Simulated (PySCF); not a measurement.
CH12OSi4 (SMILES CO[Si]([SiH3])([SiH3])[SiH3])

```yaml
atoms:
  - { symbol: C, position_ang: [1.9988, 1.1919, -0.6492] }
  - { symbol: O, position_ang: [0.9201, 0.4199, -1.0569] }
  - { symbol: Si, position_ang: [-0.2761, -0.1943, -0.0947] }
  - { symbol: Si, position_ang: [-1.3481, 1.6188, 0.9400] }
  - { symbol: Si, position_ang: [-1.4867, -1.2568, -1.7666] }
  - { symbol: Si, position_ang: [0.7226, -1.6243, 1.4750] }
  - { symbol: H, position_ang: [1.6613, 2.0729, -0.0944] }
  - { symbol: H, position_ang: [2.6677, 0.6123, -0.0062] }
  - { symbol: H, position_ang: [2.5469, 1.5155, -1.5346] }
  - { symbol: H, position_ang: [-2.7310, 1.2920, 1.2957] }
  - { symbol: H, position_ang: [-1.4103, 2.8287, 0.1090] }
  - { symbol: H, position_ang: [-0.6946, 2.0592, 2.1826] }
  - { symbol: H, position_ang: [-2.0065, -0.3931, -2.8307] }
  - { symbol: H, position_ang: [-2.6605, -1.8570, -1.1198] }
  - { symbol: H, position_ang: [-0.7958, -2.3565, -2.4473] }
  - { symbol: H, position_ang: [1.5610, -0.9316, 2.4664] }
  - { symbol: H, position_ang: [-0.2889, -2.3594, 2.2383] }
  - { symbol: H, position_ang: [1.6114, -2.6322, 0.8819] }
```

Geometry: GFN2-xTB.

These are results of wB97X-D/def2-SVPD, SCF density, gas phase (PySCF), not measurements.

> Predict the electron density and electron localisation function between the atoms.

C–O (1.39 Å): the density is about 2.1 e/Å³ at the midpoint, with its minimum of 1.8 e/Å³ about 0.5 Å from C; the ELF peaks at about 0.90 between the atoms: a shared but strongly polarised pair.
Si–O (1.65 Å): ρ is about 1.1 e/Å³ halfway; the ELF peaks at about 0.85 between the atoms (a shared but strongly polarised pair).
Si–Si (2.32 Å): ρ is about 0.67 e/Å³ halfway; the ELF peaks at about 1 between the atoms; a covalent bond.
C–H (1.09 Å): the density is about 2 e/Å³ at the midpoint; the ELF climbs to about 1 towards the hydrogen, as it does in any bond to H; an ordinary covalent bond to hydrogen.

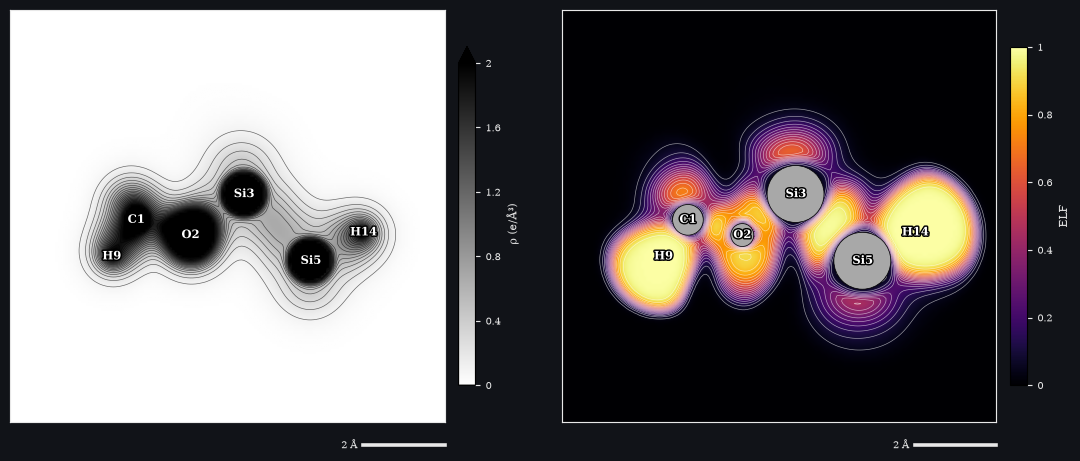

Computed electron density and electron localisation function on the plane of atoms O2, Si3 and Si5, in this order. Grey discs cover the atomic cores in the ELF map. 
